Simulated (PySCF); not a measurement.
Si(CF3)3(H), SMILES FC([SiH](C(F)(F)F)C(F)(F)F)(F)F at its B3LYP/def2-SVP optimised geometry (Å):

```
14

Si    -0.9675    -0.0885     0.0000
C     -1.6072    -1.0242     1.5681
F     -0.9567    -0.6017     2.6692
F     -1.4367    -2.3530     1.4725
F     -2.9200    -0.7920     1.7550
C     -1.5779    -1.0246    -1.5791
F     -0.9337    -2.1911    -1.7514
F     -2.8956    -1.2893    -1.4967
F     -1.3793    -0.2791    -2.6818
C      0.9675    -0.0885     0.0000
F      1.4327     0.2809    -1.2094
F      1.4753    -1.2992     0.2839
F      1.4498     0.7815     0.9060
H     -1.4753     1.2992     0.0000
```

Computed with PySCF with B3LYP/def2-TZVP. Cells within 0.4 Å of a nucleus heavier than hydrogen are left out (blank, or x).

Map of the deformation density (molecule minus spherical neutral atoms) (e/bohr³) on the plane z = 1.5 Å:

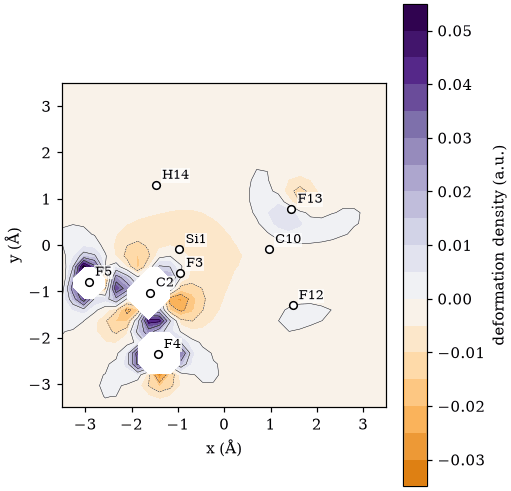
Deformation density (molecule minus spherical neutral atoms) (e/bohr³) on the plane z = 1.5 Å.
